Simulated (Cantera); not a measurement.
Charge: 1 mol Si, 0.06 mol N2O, 540 mol H2, held at 0.900 Torr.

Equilibrium computed with Cantera from the NASA thermochemical tables; the gas is ideal and each condensed phase is pure. Candidate condensed phases: H2O, Si, SiO2, Si2N2O, Si3N4; 35 gas species. Gases not in the tables: Si2H6 and higher silanes. Equilibrium is a limit: real reactors are often held back by kinetics, nucleation or transport.

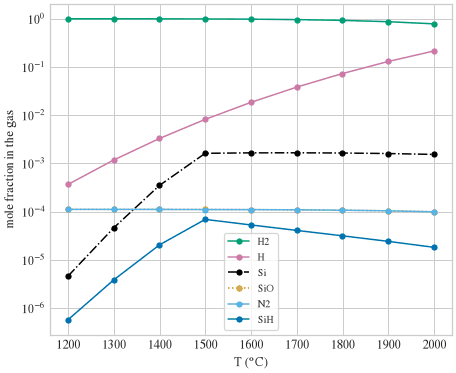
*Equilibrium gas composition (values under 1e-9 drawn at 1e-9)*

Read off the mole fractions at 1900 °C.

H2 about 0.87, H about 0.13, Si about 0.0016, SiO about 0.00010, N2 about 0.00010, SiH about 2.4e-5.
